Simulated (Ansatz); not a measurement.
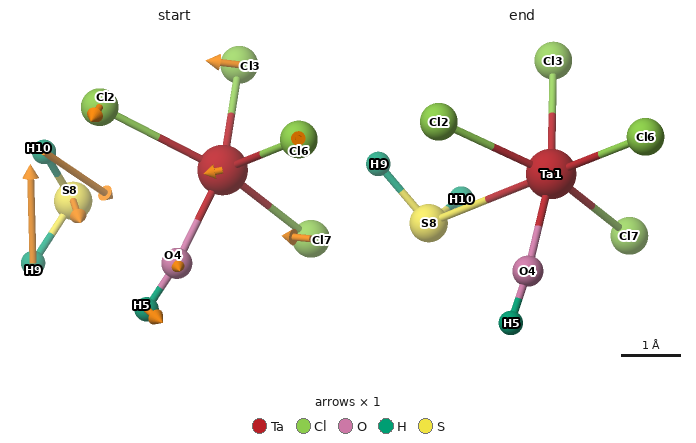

The structure of TaH3SOCl4 before (left) and after (right) a relaxation, at one scale. The orange arrows give the displacements, at their true length.

Style: ball-and-stick. Shown at a tilt.

The run prepares an end point of a later path (reaction) calculation, from a guessed geometry.

These are results of Ansatz 0.2.0, RHF/def2-SVP, not measurements. Settings: no spin polarisation; force threshold 0.03 eV/Å; at most 50 steps.

### Summarise the run.

The relaxation stopped without meeting its thresholds, so the last structure isn't shown to be converged. It used up its limit of 50 steps. The energy falls by 6.73 kcal/mol in 38 accepted moves (49 points after the start). The largest force component goes from 0.87 to 0.055 eV/Å. The line search rejected the trial steps at points 11, 15, 17, 18, 21, 31, 35, 37 and more of the run. The forces were under the threshold at step 19, but the run went on from there. H10 moves most after the best rigid fit: 2.04 Å. By element the largest moves are H 2.04 Å, S 0.76 Å, Cl 0.60 Å, Ta 0.34 Å, O 0.25 Å. Some distances before and after: Ta1–S8 3.696 → 2.993 Å, Ta1–Cl2 2.446 → 2.372 Å, S8–H10 1.371 → 1.336 Å, Ta1–Cl3 2.346 → 2.381 Å. New bonds form, among them: Ta1–S8 (3.70 → 2.99 Å). Among the angles between lasting bonds that change: Cl3–Ta1–O4 151.7° → 163.0°, Cl3–Ta1–Cl6 104.3° → 97.9°, Ta1–O4–H5 159.0° → 164.8°. The run took 2 min on 4 threads of Arm Neoverse V1, on a shared host, peak memory 0.51 GiB.

Limits of the set-up: the start holds two separate molecules, 2.6 Å apart at their closest, whose relative position is a soft coordinate and is computed without a dispersion correction; Hartree-Fock leaves out electron correlation.
